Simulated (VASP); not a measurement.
# La5Ge3: structure and properties in VASP, part 3 of 6

Aim: relax La5Ge3, then compute properties on the relaxed cell. Left out of this account: 1 further run (relaxation: it shows nothing beyond the runs told). The start is a computed cell from the Materials Project.

VASP 6.6.1; PBEsol; plane waves and PAW (La, Ge_d).

So far. Step 3 (Second relaxation): It ends with a largest force of 0.007 eV/Å and a pressure of 0.02 GPa. The volume moved by under 0.01 %: the run met its threshold at the first step. Step 4 (Single point with fields (PBEsol)): In this run the pressure is 0.02 GPa, small enough to go on.

### 5. Bands along the symmetry lines (PBEsol)

Levels along the symmetry lines show where the bands peak and cross; KPOINTS_OPT computes them in the converged potential.

Input file INCAR:

```
SYSTEM = La5Ge3
PREC = Accurate
ENCUT = 410
EDIFF = 1E-06
NELM = 100
ISMEAR = 1
SIGMA = 0.2
LREAL = .FALSE.
ALGO = Normal
GGA = PS
NBANDS = 140
LASPH = .TRUE.
LORBIT = 11
LWAVE = .FALSE.
LCHARG = .FALSE.
KPAR = 4
NCORE = 2
```

Input file POSCAR:

```
La5Ge3
1.0
    8.9337803919      0.0000000000      0.0000000000
   -4.4668901959      7.7368807713      0.0000000000
    0.0000000000      0.0000000000      6.7174537308
La Ge
10 6
Direct
    0.6666666700      0.3333333300      0.0000000000
    0.3333333300      0.6666666700      0.0000000000
    0.3333333300      0.6666666700      0.5000000000
    0.6666666700      0.3333333300      0.5000000000
    0.7467885728      0.7467885728      0.7500000000
    0.2532114272      0.0000000000      0.7500000000
    0.0000000000      0.2532114272      0.7500000000
    0.2532114272      0.2532114272      0.2500000000
    0.7467885728      0.0000000000      0.2500000000
    0.0000000000      0.7467885728      0.2500000000
    0.3891162677      0.3891162677      0.7500000000
    0.6108837323      0.0000000000      0.7500000000
    0.0000000000      0.6108837323      0.7500000000
    0.6108837323      0.6108837323      0.2500000000
    0.3891162677      0.0000000000      0.2500000000
    0.0000000000      0.3891162677      0.2500000000
```

Input file KPOINTS:

```
Automatic mesh
0
Gamma
3 3 4
0 0 0
```

Input file KPOINTS_OPT:

```
Line mode
12
Line-mode
Reciprocal
  0.00000000   0.00000000   0.00000000 GAMMA
  0.50000000   0.00000000   0.00000000 M

  0.50000000   0.00000000   0.00000000 M
  0.33333333   0.33333333   0.00000000 K

  0.33333333   0.33333333   0.00000000 K
  0.00000000   0.00000000   0.00000000 GAMMA

  0.00000000   0.00000000   0.00000000 GAMMA
  0.00000000   0.00000000   0.50000000 A

  0.00000000   0.00000000   0.50000000 A
  0.50000000   0.00000000   0.50000000 L

  0.50000000   0.00000000   0.50000000 L
  0.33333333   0.33333333   0.50000000 H

  0.33333333   0.33333333   0.50000000 H
  0.00000000   0.00000000   0.50000000 A

  0.50000000   0.00000000   0.50000000 L
  0.50000000   0.00000000   0.00000000 M

  0.33333333   0.33333333   0.00000000 K
  0.33333333   0.33333333   0.50000000 H
```

Potentials, in the order of the species: La and Ge_d (PBE family, release 64).

Launch:

```bash
mpirun -np 8 vasp_std
```

Log:

```text
[... set-up lines as in an earlier step ...]
 entering main loop
       N       E                     dE             d eps       ncg     rms          rms(c)
DAV:   1     0.267299744936E+04    0.26730E+04   -0.56861E+04  2600   0.220E+03
DAV:   2     0.102878954638E+04   -0.16442E+04   -0.14309E+04  2848   0.534E+02
DAV:   3     0.116988391438E+03   -0.91180E+03   -0.87841E+03  3480   0.294E+02
DAV:   4    -0.725797816074E+02   -0.18957E+03   -0.18185E+03  4048   0.151E+02
[...]
DAV:  21    -0.942212712960E+02   -0.88478E-05   -0.75357E-05  3784   0.209E-02    0.263E-03
DAV:  22    -0.942212735620E+02   -0.22660E-05   -0.20354E-05  3016   0.161E-02    0.210E-03
DAV:  23    -0.942212744450E+02   -0.88301E-06   -0.64430E-06  2448   0.767E-03
   1 F= -.94221274E+02 E0= -.94205323E+02  d E =-.478550E-01
 Start KPOINTS_OPT (optional k-point list driver)
k-point batch [1-9\108]
       N       E                     dE             ncg
DAV:   1     0.958336445394E+04    0.24304E+04     2600
DAV:   2    -0.506489760438E+04   -0.14648E+05     2808
DAV:   3    -0.132469646650E+05   -0.81821E+04     3408
DAV:   4    -0.150711625014E+05   -0.18242E+04     4060
[...]
DAV:  22    -0.153070782184E+05   -0.35284E-05     2448
DAV:  23    -0.153070782199E+05   -0.14470E-05     2448
DAV:  24    -0.153070782202E+05   -0.32530E-06     2032
[...]
k-point batch [91-99\108]
       N       E                     dE             ncg
DAV:   1     0.950756473238E+04   -0.11396E+05     2608
DAV:   2    -0.526015678723E+04   -0.14768E+05     2848
DAV:   3    -0.133521138537E+05   -0.80920E+04     3432
DAV:   4    -0.150756551454E+05   -0.17235E+04     4104
[...]
DAV:  17    -0.153069524906E+05   -0.44054E-03     2696
DAV:  18    -0.153069526593E+05   -0.16873E-03     2616
DAV:  19    -0.153069527242E+05   -0.64894E-04     2480
```

It took 51 min on 8 MPI ranks of AMD EPYC 7R43, shared host.

The run was cut off at its time limit.

The self-consistent loop had finished, and the limit fell in the path of KPOINTS_OPT; fewer path points or more time would be the way on.

### 6. Total and projected DOS (PBEsol)

Here the states are counted by energy and projected on the atoms. The mesh is finer than in the run before.

INCAR: that of step 5 with these lines changed.

```diff
@@ -5,3 +5,3 @@
 NELM = 100
-ISMEAR = 1
+ISMEAR = -5
 SIGMA = 0.2
@@ -15,3 +15,3 @@
 LCHARG = .FALSE.
-KPAR = 4
-NCORE = 2
+KPAR = 8
+NEDOS = 2001
```

POSCAR is that of step 5.

Input file KPOINTS:

```
Automatic mesh
0
Gamma
5 5 5
0 0 0
```

Launch:

```bash
mpirun -np 8 vasp_std
```

Log:

```text
[banner, memory and clock lines left out]
running    8 mpi-ranks, on    1 nodes
 distrk:  each k-point on    1 cores,    8 groups
 distr:  one band on    1 cores,    1 groups

 POSCAR found type information on POSCAR LaGe
 POSCAR found :  2 types and      16 ions
|                                                                             |
|           W    W    AA    RRRRR   N    N  II  N    N   GGGG   !!!           |
|           W    W   A  A   R    R  NN   N  II  NN   N  G    G  !!!           |
|           W    W  A    A  R    R  N N  N  II  N N  N  G       !!!           |
|           W WW W  AAAAAA  RRRRR   N  N N  II  N  N N  G  GGG   !            |
|           WW  WW  A    A  R   R   N   NN  II  N   NN  G    G                |
|           W    W  A    A  R    R  N    N  II  N    N   GGGG   !!!           |
|                                                                             |
|     For optimal performance we recommend to set                             |
|       NCORE = 2 up to number-of-cores-per-socket                            |
|     NCORE specifies how many cores store one orbital (NPAR=cpu/NCORE).      |
|     This setting can greatly improve the performance of VASP for DFT.       |
|     The default, NCORE=1 might be grossly inefficient on modern             |
|     multi-core architectures or massively parallel machines. Do your        |
|     Unfortunately you need to use the default for GW and RPA                |
|     calculations (for HF NCORE is supported but not extensively tested      |
|     yet).                                                                   |
|                                                                             |

 [... a notice as in an earlier step ...]

 LDA part: xc-table for (Slater+PW92), standard interpolation
 POSCAR, INCAR and KPOINTS ok, starting setup
 FFT: planning ... GRIDC
 FFT: planning ... GRID_SOFT
 FFT: planning ... GRID
 WAVECAR not read
 entering main loop
       N       E                     dE             d eps       ncg     rms          rms(c)
DAV:   1     0.267106991219E+04    0.26711E+04   -0.56899E+04  4328   0.220E+03
DAV:   2     0.103930169641E+04   -0.16318E+04   -0.14212E+04  4720   0.538E+02
DAV:   3     0.115538899850E+03   -0.92376E+03   -0.89094E+03  5864   0.292E+02
DAV:   4    -0.735306847103E+02   -0.18907E+03   -0.18185E+03  6832   0.151E+02
DAV:   5    -0.922910178567E+02   -0.18760E+02   -0.18237E+02  7992   0.590E+01    0.123E+01
DAV:   6    -0.934485627843E+02   -0.11575E+01   -0.54897E+01  8400   0.224E+01    0.629E+00
DAV:   7    -0.937880974921E+02   -0.33953E+00   -0.14576E+01  8352   0.140E+01    0.357E+00
DAV:   8    -0.940701293610E+02   -0.28203E+00   -0.42464E+00  8016   0.707E+00    0.131E+00
DAV:   9    -0.941266125313E+02   -0.56483E-01   -0.11797E+00  8400   0.391E+00    0.858E-01
DAV:  10    -0.941599735669E+02   -0.33361E-01   -0.37046E-01  8400   0.200E+00    0.561E-01
DAV:  11    -0.941752485955E+02   -0.15275E-01   -0.14114E-01  8400   0.110E+00    0.309E-01
DAV:  12    -0.941826809832E+02   -0.74324E-02   -0.61185E-02  8400   0.687E-01    0.186E-01
DAV:  13    -0.941877114252E+02   -0.50304E-02   -0.41109E-02  8264   0.497E-01    0.847E-02
DAV:  14    -0.941891920594E+02   -0.14806E-02   -0.14398E-02  8368   0.346E-01    0.505E-02
DAV:  15    -0.941900682200E+02   -0.87616E-03   -0.87430E-03  8048   0.223E-01    0.217E-02
DAV:  16    -0.941904044911E+02   -0.33627E-03   -0.35387E-03  8320   0.161E-01    0.813E-03
DAV:  17    -0.941905002864E+02   -0.95795E-04   -0.10336E-03  7208   0.867E-02    0.205E-02
DAV:  18    -0.941905634365E+02   -0.63150E-04   -0.55947E-04  6952   0.560E-02    0.910E-03
DAV:  19    -0.941905872453E+02   -0.23809E-04   -0.20874E-04  6336   0.378E-02    0.821E-03
DAV:  20    -0.941905964859E+02   -0.92406E-05   -0.77508E-05  5584   0.234E-02    0.807E-03
DAV:  21    -0.941906074316E+02   -0.10946E-04   -0.77639E-05  6568   0.232E-02    0.277E-03
DAV:  22    -0.941906096264E+02   -0.21948E-05   -0.20562E-05  5248   0.154E-02    0.180E-03
DAV:  23    -0.941906105676E+02   -0.94124E-06   -0.74089E-06  4080   0.842E-03
   1 F= -.94190611E+02 E0= -.94190611E+02  d E =0.000000E+00
|                                                                             |
|           W    W    AA    RRRRR   N    N  II  N    N   GGGG   !!!           |
|           W    W   A  A   R    R  NN   N  II  NN   N  G    G  !!!           |
|           W    W  A    A  R    R  N N  N  II  N N  N  G       !!!           |
|           W WW W  AAAAAA  RRRRR   N  N N  II  N  N N  G  GGG   !            |
|           WW  WW  A    A  R   R   N   NN  II  N   NN  G    G                |
|           W    W  A    A  R    R  N    N  II  N    N   GGGG   !!!           |
|                                                                             |
|     Tetrahedron method does not include variations of the Fermi             |
|     occupations, so forces and stress will be inaccurate. We suggest        |
|     using a different smearing scheme ISMEAR = 1 or 2 for metals in         |
|     relaxations.                                                            |
|                                                                             |
```

Wall time 9.4 min (8 MPI ranks); peak memory 5.7 GiB; 73 min of CPU time.

OUTCAR, selected parts (step 6):

```text
   k-points           NKPTS =     15   k-points in BZ     NKDIM =     15   number of bands    NBANDS=    140

   NELECT =     194.0000    total number of electrons

 E-fermi :   7.6204

 k-point     1 :       0.0000    0.0000    0.0000
  band No.  band energies     occupation
    ...
     96       7.4674      2.00000
     97       7.4674      2.00000
     98       7.4756      2.00000
     99       7.6157      1.07459
    100       7.6157      1.02270
    101       7.6615      0.00000
    102       7.8756      0.00000
    103       7.9438      0.00000
    104       8.5133      0.00000
    105       8.7832      0.00000
    ...

  Total        0.3416617      0.3416617      0.1883921      0.0000000     -0.0000000      0.0000000
  in kB        1.1789651      1.1789651      0.6500808      0.0000000     -0.0000000      0.0000000
  external PRESSURE =       1.0026703 kB  Pullay stress =       0.0000000 kB

 POSITION                                       TOTAL-FORCE (eV/Angst)
 -----------------------------------------------------------------------------------
      4.46689      2.57896      0.00000        -0.000000     -0.000000     -0.000000
     -0.00000      5.15792      0.00000         0.000000     -0.000000     -0.000000
     -0.00000      5.15792      3.35873         0.000000     -0.000000     -0.000000
      4.46689      2.57896      3.35873         0.000000     -0.000000     -0.000000
      3.33582      5.77781      5.03809         0.019055      0.033004      0.000000
      2.26214      0.00000      5.03809        -0.038109     -0.000000     -0.000000
     -1.13107      1.95907      5.03809         0.019055     -0.033004     -0.000000
      1.13107      1.95907      1.67936        -0.019055     -0.033004      0.000000
      6.67165      0.00000      1.67936         0.038109     -0.000000      0.000000
     -3.33582      5.77781      1.67936        -0.019055      0.033004     -0.000000
      1.73814      3.01055      5.03809         0.002964      0.005133      0.000000
      5.45750      0.00000      5.03809        -0.005928     -0.000000      0.000000
     -2.72875      4.72633      5.03809         0.002964     -0.005133     -0.000000
      2.72875      4.72633      1.67936        -0.002964     -0.005133      0.000000
      3.47628      0.00000      1.67936         0.005928     -0.000000      0.000000
     -1.73814      3.01055      1.67936        -0.002964      0.005133     -0.000000
 -----------------------------------------------------------------------------------
    total drift:                                0.000000     -0.000000      0.000000

  FREE ENERGIE OF THE ION-ELECTRON SYSTEM (eV)
  ---------------------------------------------------
  free  energy   TOTEN  =       -94.1906105676 eV

  energy  without entropy=      -94.1906105676  energy(sigma->0) =      -94.19061057

[... 7 parts as in an earlier step ...]

[... 9 further parts left out ...]
```

With tetrahedra the forces and stress of a metal are not exact derivatives of the energy.

This step gave:

| Property | Result |
| --- | --- |
| bands | 140 |
| irreducible k-points | 15 |
| free energy (TOTEN) | -94.1906 eV |
| Fermi energy | 7.620 eV |
| pressure | 0.1003 GPa |
| DOS at the Fermi level | 19.87 states/eV/cell |

The density of states has structure finer than the step of the table below, so its rows give means over 1 eV, whole bins alone (the curve runs from -12.0 to 1.11 eV). Peaks (eV: height): total -7.2: 28.6, -0.9: 25.9, 0.1: 26.6, 0.9: 26.4; La d -0.9: 4.31, 0.1: 9.21, 0.3: 6.69, 0.9: 8.58; Ge p -2.5: 3.88, -1.2: 4.64, -1.0: 4.15, -0.9: 5.37; La f 0.9: 4.85; La p -7.4: 0.896, -7.2: 1.43, -1.0: 0.857, -0.9: 1.19.

States under -12.0 eV and over 1.1 eV are left out. Table of density of states by energy, zero at the Fermi level; means over each step; values in states/eV/cell:

| energy (eV) | total | La d | Ge p | La f | La p | Ge s |
| --- | --- | --- | --- | --- | --- | --- |
| -9 | 0 | 0 | 0 | 0 | 0 | 0 |
| -8 | 4.27 | 0.114 | 0.00493 | 0.00936 | 0.153 | 2.27 |
| -7 | 7.72 | 0.209 | 0.00918 | 0.0371 | 0.375 | 4.32 |
| -6 | 0 | 0 | 0 | 0 | 0 | 0 |
| -5 | 0 | 0 | 0 | 0 | 0 | 0 |
| -4 | 0 | 0 | 0 | 0 | 0 | 0 |
| -3 | 4.45 | 0.518 | 0.793 | 0.0236 | 0.0788 | 0.0134 |
| -2 | 13.1 | 2.06 | 2.59 | 0.207 | 0.306 | 0.0667 |
| -1 | 17.3 | 3.10 | 3.37 | 0.582 | 0.649 | 0.0778 |
| 0 | 16.0 | 5.07 | 0.909 | 0.897 | 0.470 | 0.0343 |

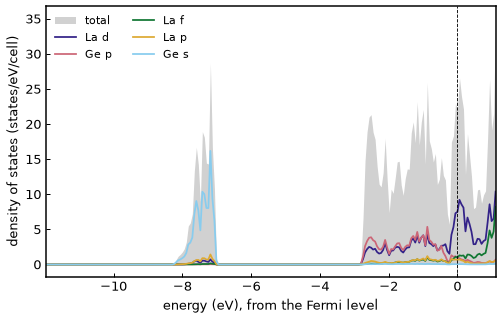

Density of states, plotted against energy.

The finer mesh and the other smearing move the Fermi level by +0.02 eV from the 3×3×4 run, a small shift, which tests the Fermi level alone. Of the states within 0.3 eV of the Fermi level, the largest shares in the PAW spheres are La d 33 % and La f 5 %. The rest lies in smaller channels or between the spheres.

[end of part 3 of 6]

[Lines on the potential files, build, host, timing and source positions are cut from VASP's logs without a mark.]

[Logs are printed without paths, hosts, clocks, repeated set-up lines and the standing remarks that a program may print on its own settings, such as how far it seeks lower states.]

[Hosts, paths, dates, database ids (printed as entryN), source tags and the programs' standing remarks are cut or masked in the printed files.]

[A measured line is paired with the nearest computed mode of its activity, which favours agreement.]

[In band tables of VASP the shares of atoms and orbitals are scaled to a sum of 1 inside the atoms' spheres.]
